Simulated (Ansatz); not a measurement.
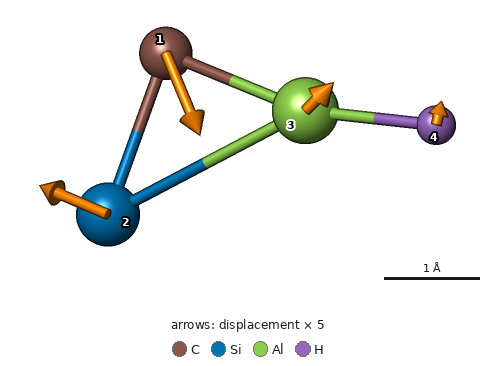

This is a relaxation of CHAlSi. The starting structure is drawn; orange arrows show the displacements, magnified 5 times. The two geometries are superimposed by the best rigid fit.

Style: ball-and-stick. Shown from a free direction.

The calculation used RKS PBE0-D4/def2-TZVP in Ansatz 0.2.0. Settings: force threshold 0.005 eV/Å; at most 200 steps.

Q: What happened in the run?

A: After 5 geometry steps the energy has fallen by 0.322 eV. Largest force component: 3 eV/Å at the start, 0.0049 eV/Å at the end. C1 moves most after the best rigid fit: 0.20 Å. By element the largest moves are C 0.20 Å, Si 0.19 Å, Al 0.09 Å, H 0.05 Å. Some distances before and after: Si2–Al3 2.564 → 2.783 Å, C1–Si2 1.803 → 1.691 Å, C1–Al3 1.878 → 1.777 Å, Al3–H4 1.629 → 1.574 Å. Among the angles between lasting bonds that change: Si2–C1–Al3 88.3° → 106.7°, C1–Si2–Al3 47.0° → 37.7°, C1–Al3–Si2 44.6° → 35.6°.
